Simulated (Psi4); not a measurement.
# UTPSSh/def2-TZVPP (core potential) run of SnH2F (SMILES [F][SnH2])

Aim: the vertical doublet–quartet gap of SnH2F at UTPSSh/def2-TZVPP (core potential), from 2 runs. 

The calculation is run with Psi4 1.11.

1 further run of the same task is left out (set aside as unsound or not needed).

### Step 1. The structure to begin with

The species is SnH2F (4 atoms), meant as a doublet with charge 0. SMILES: `[F][SnH2]`. The shape is that of a PBE0-D4/def2-TZVP optimisation.

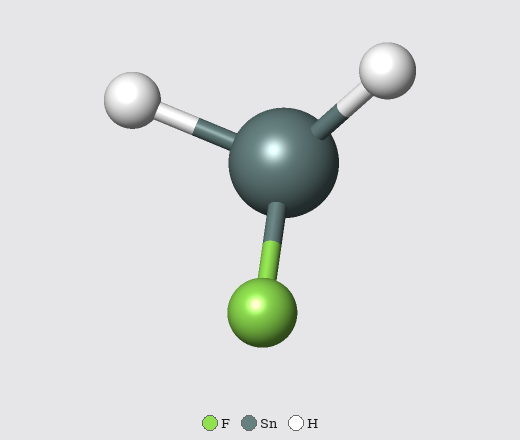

Viewed from a chosen angle; fluorine green, tin teal, hydrogen white.

### Step 2. Energy and gradient at UTPSSh/def2-TZVPP (core potential)

Input file input.json:

```json
{
 "schema_name": "qcschema_input",
 "schema_version": 1,
 "molecule": {
  "schema_name": "qcschema_molecule",
  "schema_version": 2,
  "symbols": ["F", "Sn", "H", "H"],
  "geometry": [-2.93398878, -0.35904796, 1.21074753, 0.05347925, -0.45769167, -0.88495874, 2.2376247, -1.99252723, 0.99040546, 0.74776463, 2.6951274, -1.35436671],
  "molecular_charge": 0,
  "molecular_multiplicity": 2,
  "fix_symmetry": "c1"
 },
 "driver": "gradient",
 "model": {
  "method": "tpssh",
  "basis": "def2-TZVPP"
 },
 "keywords": {
  "reference": "uks",
  "puream": true,
  "e_convergence": 1e-09,
  "d_convergence": 1e-08,
  "scf_type": "pk",
  "dft_radial_points": 99,
  "dft_spherical_points": 590,
  "maxiter": 100,
  "scf_properties": ["LOWDIN_CHARGES", "MULLIKEN_CHARGES", "DIPOLE"]
 }
}
```

Run with:

```
$ psi4 --qcschema input.json -n 1 --memory 2200MB
```

stdout, shortened:

```text
[...]
    !!!  WARNING: ECP capability is in beta. Please check occupations closely.  !!!
[...]
  Running in c1 symmetry.
[...]
  Nuclear repulsion =   71.224961432234309
[...]
  Multiplicity = 2
[...]
  Nalpha       = 17
  Nbeta        = 16
[...]
    Number of basis functions: 109
[...]
 WARNING: Atomic UHF is not converging! Try casting from a smaller basis or call Rob at CCMST.
   -------------------------
[...]
   @UKS iter   1:  -315.10496826585648   -1.23704e+00   6.62031e-03 ADIIS/DIIS
[...]
   @UKS iter  13:  -315.29776649003986   -2.38742e-12   3.15891e-09 DIIS
[...]
   @S^2 Observed:                7.524989204E-01
[...]
    Orbital Energies [Eh]
    ---------------------
    Alpha Occupied:
       1A    -24.547751     2A     -5.046208     3A     -3.402097
       4A     -3.399610     5A     -3.396186     6A     -1.110044
       7A     -1.007424     8A     -1.006784     9A     -1.004017
      10A     -1.002974    11A     -0.989511    12A     -0.506852
      13A     -0.378962    14A     -0.370840    15A     -0.358869
      16A     -0.324347    17A     -0.227079
    Alpha Virtual:
      18A     -0.046404    19A      0.000562    20A      0.018257
      21A      0.081827    22A      0.085270    23A      0.115062
      24A      0.146306    25A      0.174933    26A      0.176289
[...]
  @UKS Final Energy:  -315.29776649003986
   => Energetics <=
    Nuclear Repulsion Energy =             71.2249614322343092
    One-Electron Energy =                -659.2077513842186818
    Two-Electron Energy =                 299.0903550631951475
    DFT Exchange-Correlation Energy =     -26.4053316012506336
    Empirical Dispersion Energy =           0.0000000000000000
    VV10 Nonlocal Energy =                  0.0000000000000000
    Total Energy =                       -315.2977664900398622
[...]
 Multipole Moments:
 ------------------------------------------------------------------------------------
     Multipole            Electronic (a.u.)      Nuclear  (a.u.)        Total (a.u.)
 ------------------------------------------------------------------------------------
 L = 1.  Multiply by 2.5417464519 to convert [e a0] to [Debye]
 Dipole X            :         12.1657092          -11.3966557            0.7690535
 Dipole Y            :         -1.7690077            1.6850365           -0.0839712
 Dipole Z            :        -11.2682446           10.6115280           -0.6567166
 Magnitude           :                                                    1.0147764
[...]
  Mulliken Charges: (a.u.)
   Center  Symbol    Alpha    Beta     Spin     Total
       1     F     4.76171  4.71909  0.04262 -0.48079
       2    SN    10.98891 10.26951  0.71940  0.74158
       3     H     0.62469  0.50570  0.11899 -0.13039
       4     H     0.62469  0.50570  0.11899 -0.13039
   Total alpha = 17.00000, Total beta = 16.00000, Total charge = -0.00000
  Lowdin Charges: (a.u.)
   Center  Symbol    Alpha    Beta     Spin     Total
       1     F     4.66317  4.61107  0.05210 -0.27424
       2    SN    11.11424 10.31731  0.79692  0.56845
[...]
  -Total Gradient:
     Atom            X                  Y                   Z
    ------   -----------------  -----------------  -----------------
       1        0.002911189398    -0.000146877403    -0.002140519719
       2       -0.001583578808     0.001006265424     0.002992054571
       3       -0.000901445306     0.000341886908    -0.000809377882
       4       -0.000416434130    -0.001198976140    -0.000043742794
[...]
```

The result, in JSON:

```text
{
 "driver": "gradient",
 "model": {
  "method": "tpssh",
  "basis": "def2-TZVPP"
 },
 "success": true,
 "return_result": [0.002911189397924563, -0.00014687740298126393, -0.002140519719440903, -0.001583578807980806, 0.0010062654244360203, 0.0029920545713192914, -0.0009014453063761335, 0.00034188690849714515, -0.0008093778820101732, -0.0004164341295274897, -0.0011989761395670706, -4.3742794070891766e-05],
 "properties": {
  "calcinfo_nbasis": 109,
  "calcinfo_nmo": 109,
  "calcinfo_nalpha": 17,
  "calcinfo_nbeta": 16,
  "calcinfo_natom": 4,
  "nuclear_repulsion_energy": 71.22496143223431,
  "return_energy": -315.29776649003986,
  "return_gradient": [0.002911189397924563, -0.00014687740298126393, -0.002140519719440903, -0.001583578807980806, 0.0010062654244360203, 0.0029920545713192914, -0.0009014453063761335, 0.00034188690849714515, -0.0008093778820101732, -0.0004164341295274897, -0.0011989761395670706, -4.3742794070891766e-05],
  "scf_one_electron_energy": -659.2077513842187,
  "scf_two_electron_energy": 299.09035506319515,
  "scf_xc_energy": -26.405331601250634,
  "scf_dipole_moment": [0.7690535359974966, -0.08397122409222346, -0.6567165542700639],
  "scf_total_energy": -315.29776649003986,
  "scf_total_gradient": [0.002911189397924563, -0.00014687740298126393, -0.002140519719440903, -0.001583578807980806, 0.0010062654244360203, 0.0029920545713192914, -0.0009014453063761335, 0.00034188690849714515, -0.0008093778820101732, -0.0004164341295274897, -0.0011989761395670706, -4.3742794070891766e-05],
  "scf_iterations": 13
 }
}
```

It took 36 s on 1 thread of AMD EPYC 9R45 (Zen 5), shared host; peak memory 0.96 GiB.

### Step 3. The quartet, same level

Input file fh2sn.xyz:

```xyz
4
FH2Sn
F     -1.552600    -0.190000     0.640700
Sn     0.028300    -0.242200    -0.468300
H      1.184100    -1.054400     0.524100
H      0.395700     1.426200    -0.716700
```

Input file run_ase.py:

```python
import numpy as np
from ase.calculators.psi4 import Psi4
from ase.io import read

atoms = read('fh2sn.xyz')
calc = Psi4(atoms=atoms, method='tpssh', basis='def2-TZVPP', memory='2200MB', num_threads=1, charge=0, multiplicity=4, label='fh2sn', reference='uks')
calc.psi4.set_options({'puream': True, 'e_convergence': 1e-09, 'd_convergence': 1e-08, 'scf_type': 'pk', 'dft_radial_points': 99, 'dft_spherical_points': 590, 'maxiter': 100})
atoms.calc = calc

forces = atoms.get_forces()
print(f'energy: {atoms.get_potential_energy():.6f} eV')
print('forces / eV A^-1')
print(np.round(forces, 5))
```

Run with:

```
$ python run_ase.py
```

fh2sn.dat, shortened:

```text
[...]
    !!!  WARNING: ECP capability is in beta. Please check occupations closely.  !!!
[...]
  Running in c1 symmetry.
[...]
  Nuclear repulsion =   71.224961374238049
[...]
  Multiplicity = 4
[...]
  Nalpha       = 18
  Nbeta        = 15
[...]
    Number of basis functions: 109
[...]
 WARNING: Atomic UHF is not converging! Try casting from a smaller basis or call Rob at CCMST.
   -------------------------
[...]
   @UKS iter   1:  -314.81869953223253   -9.64863e-01   7.24031e-03 ADIIS/DIIS
[...]
   @UKS iter  17:  -315.07123054412432   -5.45697e-12   6.38392e-09 DIIS
[...]
   @S^2 Observed:                3.763489442E+00
[...]
  @UKS Final Energy:  -315.07123054412432
   => Energetics <=
    Nuclear Repulsion Energy =             71.2249613742380490
    One-Electron Energy =                -658.3309366560035869
    Two-Electron Energy =                 298.3701408959527157
    DFT Exchange-Correlation Energy =     -26.3353961583115108
    Empirical Dispersion Energy =           0.0000000000000000
    VV10 Nonlocal Energy =                  0.0000000000000000
    Total Energy =                       -315.0712305441243188
[...]
 Multipole Moments:
 ------------------------------------------------------------------------------------
     Multipole            Electronic (a.u.)      Nuclear  (a.u.)        Total (a.u.)
 ------------------------------------------------------------------------------------
 L = 1.  Multiply by 2.5417464519 to convert [e a0] to [Debye]
 Dipole X            :         11.9958184          -11.3966557            0.5991627
 Dipole Y            :         -1.5320698            1.6850364            0.1529667
 Dipole Z            :        -10.6862852           10.6115281           -0.0747571
 Magnitude           :                                                    0.6228831
[...]
  -Total Gradient:
     Atom            X                  Y                   Z
    ------   -----------------  -----------------  -----------------
       1        0.041241643517    -0.003753849089    -0.033721507882
       2       -0.013632547030     0.024248679684     0.057146706302
       3       -0.017119970406     0.000208482476    -0.016943474318
       4       -0.010480229989    -0.020701305731    -0.006483361382
[...]
```

On the terminal:

```text
energy: -8573.524880 eV
forces / eV A^-1
[[-2.12073  0.19303  1.73403]
 [ 0.70101 -1.24692 -2.9386 ]
 [ 0.88034 -0.01072  0.87127]
 [ 0.53892  1.0645   0.33339]]
```

Run time: 44 s. Hardware: 1 thread of AMD EPYC 9R45 (Zen 5), shared host; peak memory 0.99 GiB.

### Step 4. What came out

Level: UTPSSh/def2-TZVPP (core potential).

```
                                        quantity          value
                           doublet: total energy  -315.29777 Eh
                          doublet: dipole moment         2.58 D
     doublet: HOMO energy (highest over α and β)       -6.18 eV
      doublet: LUMO energy (lowest over α and β)       -4.09 eV
                                   doublet: ⟨S²⟩          0.752
               doublet: largest force on an atom     0.186 eV/Å
                           quartet: total energy  -315.07123 Eh
                          quartet: dipole moment         1.58 D
     quartet: HOMO energy (highest over α and β)       -2.70 eV
                                   quartet: ⟨S²⟩          3.763
               quartet: largest force on an atom     3.268 eV/Å
vertical energy of the quartet above the doublet       6.164 eV
```

At this shape the quartet lies 6.16 eV (595 kJ/mol) above the doublet.
